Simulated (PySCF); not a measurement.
| atom | x (Å) | y (Å) | z (Å) |
| --- | --- | --- | --- |
| Si | 3.1929 | 0.7977 | 0.6776 |
| C | 1.8768 | -0.5315 | 0.8732 |
| Si | 0.2194 | -0.1344 | 0.0784 |
| C | -1.0796 | -1.4827 | 0.3136 |
| C | -2.4712 | -0.9053 | 0.0380 |
| O | -2.7745 | 0.2169 | 0.8238 |
| C | -2.0979 | 1.3956 | 0.4721 |
| C | -0.6119 | 1.3786 | 0.8401 |
| H | 3.4783 | 1.0398 | -0.7704 |
| H | 2.7278 | 2.0856 | 1.2811 |
| H | 4.4689 | 0.4026 | 1.3504 |
| H | 2.2649 | -1.4721 | 0.4444 |
| H | 1.7173 | -0.7131 | 1.9505 |
| H | 0.4186 | 0.1007 | -1.3907 |
| H | -1.0386 | -1.8444 | 1.3556 |
| H | -0.8906 | -2.3507 | -0.3391 |
| H | -2.5665 | -0.6516 | -1.0393 |
| H | -3.2511 | -1.6504 | 0.2616 |
| H | -2.6188 | 2.2103 | 0.9995 |
| H | -2.2136 | 1.5890 | -0.6157 |
| H | -0.5123 | 1.3223 | 1.9381 |
| H | -0.1293 | 2.3168 | 0.5220 |

Geometry: PBE0-D3(BJ)/def2-SVP.

All numbers below come from PBE0/pcSseg-1, SCF density, gas phase, non-relativistic in PySCF.

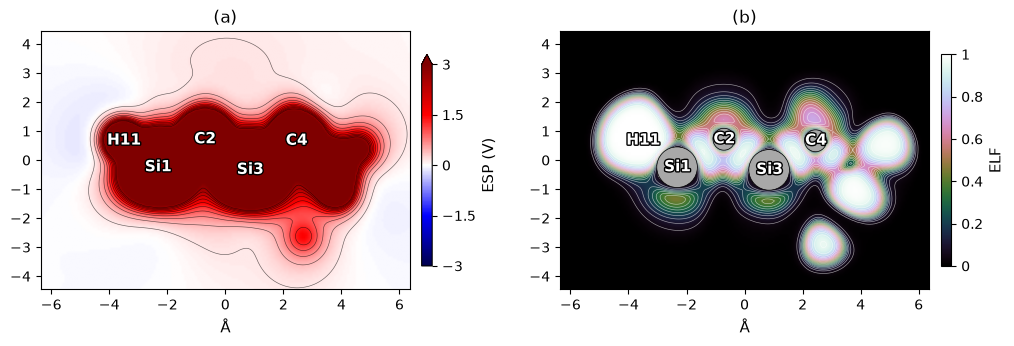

C₅H₁₄OSi₂. (a) molecular electrostatic potential; (b) ELF on the plane of atoms Si1, C2 and Si3. Grey discs cover the atomic cores in the ELF map.

> Read the bonding off the picture.

- The plane passes through Si, C and H nuclei.
- C–Si (1.88 Å): the ELF peaks at about 0.95 between the atoms: localised, covalent bonding.
- Si–H (1.50 Å): the ELF climbs to about 1 towards the hydrogen, as it does in any bond to H.
- The potential has no marked negative region in this plane.
